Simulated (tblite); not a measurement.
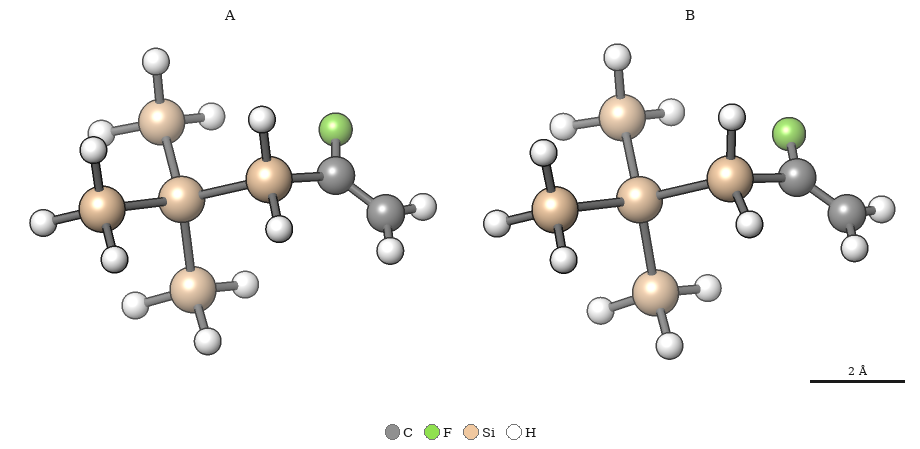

Two geometries of C2H13FSi5, drawn at one scale. One is the start of a relaxation, the other its converged end. The picture is a ball-and-stick view, seen from a free direction.

Computed with GFN2-xTB geometry optimisation, gas phase in tblite 0.8.0. 

Which of the two is the end point?

Structure B is the relaxed one. Over 64 geometry steps the energy falls by 11.5 kcal/mol. The largest move after the best rigid fit is that of an H atom, 0.27 Å. Largest moves by element: H 0.27 Å, F 0.17 Å, Si 0.16 Å, C 0.06 Å. Among the contacts that change: Si–Si 2.239 → 2.352 Å, C–Si 1.827 → 1.894 Å, H–Si 1.492 → 1.464 Å, C–C 1.345 → 1.321 Å. Bond angles that change, for instance: Si–Si–H 109.8° → 118.0°, C–Si–H 110.1° → 104.2°, Si–Si–H 109.6° → 115.5°. The run took 3.1 s on 1 thread of Intel(R) Xeon(R) Processor @ 2.50GHz, on a shared host.
